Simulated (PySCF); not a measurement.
H3O4Si, doublet, SMILES `[O][Si](O)(O)O`.

Method: PBE/def2-SVPD; geometry: GFN2-xTB; program: PySCF. No frequency check shows the geometry to be a minimum. The stability of the open-shell solution wasn't checked. GFN2-xTB doesn't know the spin state, so this open-shell geometry is rough.

Geometry (Å), atoms numbered from 1:

```
O1       1.0721    0.0918   -1.2081
Si2     -0.0544    0.0118   -0.0992
O3       1.1120   -0.1213    1.0967
O4      -1.0296   -1.2723    0.0168
O5      -0.9675    1.3270    0.0875
H6       1.7924    0.5494    1.1242
H7      -0.6567   -2.1462   -0.0589
H8      -1.8700    1.2312    0.3791
```

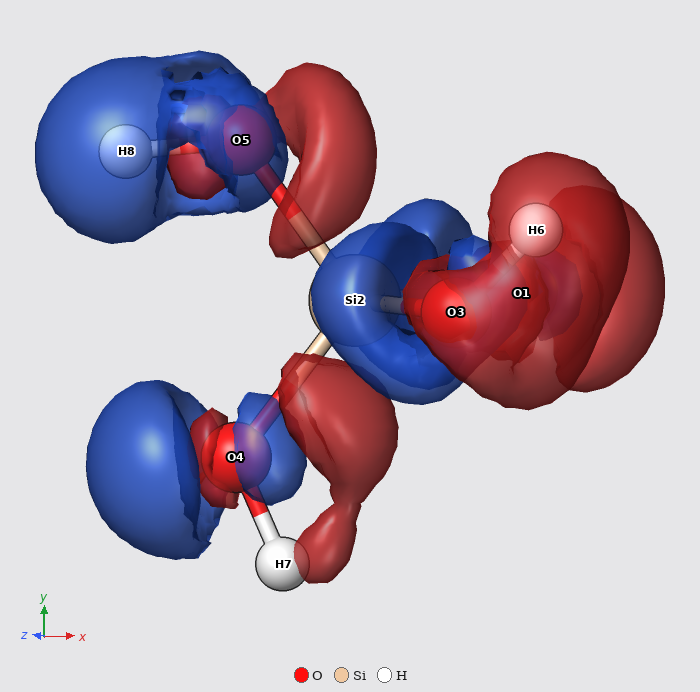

Change of the electron density in a uniform field of 0.51 V/Å, surfaces at ±0.004 e/Å³ (red: gain, blue: loss).

### Along which Cartesian direction does the field point?

Along −x: electrons gather on the +x side, against the field.

### What dipole is induced, and what polarisability does it imply?

The induced dipole is 1.13 D (along the field); α along this axis, from the fields in both directions, is 44 bohr³ (6.5 Å³).

### Which atoms gain and lose the most charge?

Electrons gather most on O1 (Hirshfeld charge changes by −0.021 e) and leave H8 most (+0.019 e); 0.105 electrons are displaced in all.
